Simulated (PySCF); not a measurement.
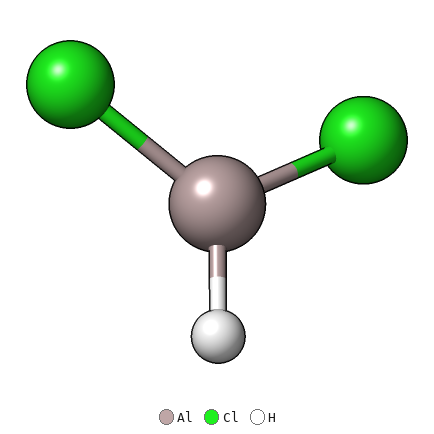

The computed structure is the end point of a PBE0-D3(BJ)/def2-SVP optimisation. No frequency run is at hand to confirm it as a minimum. Program: PySCF 2.14.0.

Tabulate HOMO–LUMO gap (eV), HOMO energy (eV) at these levels: B3LYP/pcSseg-1 (pcSseg-2 on Al); PBE/pcSseg-1 (pcSseg-2 on Al); PBE0/pcSseg-1 (pcSseg-2 on Al); ωB97X-D/def2-SVPD.

```json
{"level": "B3LYP/pcSseg-1 (pcSseg-2 on Al)", "HOMO–LUMO gap (eV)": "7.37", "HOMO energy (eV)": "−9.09"}
{"level": "PBE/pcSseg-1 (pcSseg-2 on Al)", "HOMO–LUMO gap (eV)": "5.70", "HOMO energy (eV)": "−7.98"}
{"level": "PBE0/pcSseg-1 (pcSseg-2 on Al)", "HOMO–LUMO gap (eV)": "7.87", "HOMO energy (eV)": "−9.41"}
{"level": "ωB97X-D/def2-SVPD", "HOMO–LUMO gap (eV)": "11.49", "HOMO energy (eV)": "−11.30"}
```
